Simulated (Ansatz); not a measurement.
Partial pair distribution functions of a relaxed model of amorphous Ti20O43Sc2, broadened by 0.06 Å; density 3.60 g/cm³. Level of theory: PBE, scalar-relativistic without spin-orbit coupling (plane waves to 420 eV, PAW; Ansatz, a first-principles code).

Preparation: random packing, a CHGNet melt and quench, and a DFT relaxation. O atoms were pushed apart under 1.9 Å during the dynamics, to hinder bonds among them. The hot cell started wider than the set density and was brought back towards it in steps. It is the lowest in DFT energy of 2 quenches. It is a model cell: composition and starting density were chosen by hand, and all elements were melted together. No dispersion term was used. Its density started from a set value of 3.60 and ended at 3.60 g/cm³. Cooling (nominally 360 K/ps over its main leg) ran many orders faster than in experiment, which tends to leave more defects and strain. One small periodic cell is one sample of the glass; other quenches scatter about these values. The volume was held where the preparation left it and the shape relaxed, at a PBE pressure of 0.6 GPa. Stress components on the final sampling reach 0.7 GPa.

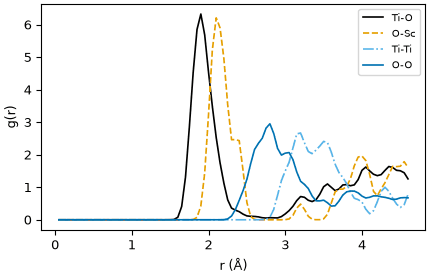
*Partial pair distribution functions*

Highest peaks under 4.5 Å: Ti-O near 1.90 Å, O-Sc near 2.10 Å, Ti-Ti near 3.20 Å, O-O near 2.80 Å; pairs of few atoms are noisy.

Within 2.58 Å each Ti has 5.45 O neighbours on average.
